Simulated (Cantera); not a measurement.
Charge: 1 mol BaF2, 7.7 mol H2O, 1.2 mol H2, 1.1 mol O2, held at 0.653 Torr.

Equilibrium computed with Cantera from the NASA thermochemical tables; the gas is ideal and each condensed phase is pure. Candidate condensed phases: Ba, BaF2, BaO, Ba(OH)2, H2O; 27 gas species. Mutual solubility and eutectic melting of coexisting phases are not modelled. Rates play no part.

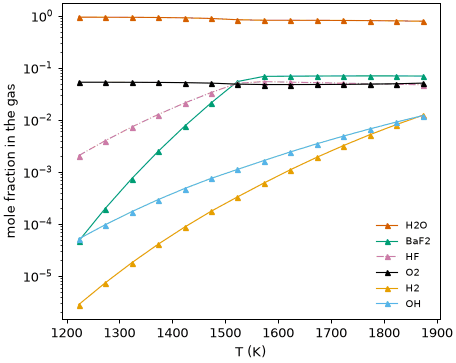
Fig. 1. Equilibrium gas composition (values under 1e-9 drawn at 1e-9)

From 1223 K to 1523 K the condensed part is BaF2(s) + BaO(s). From 1573 K to 1873 K the condensed part is BaO(s). The main Ba-bearing gas is Ba(OH)2 at 1223 K and BaF2 at 1873 K. The share of Ba in condensed phases is highest at 1223 K (99.9 %) and lowest at 1873 K (12.6 %).
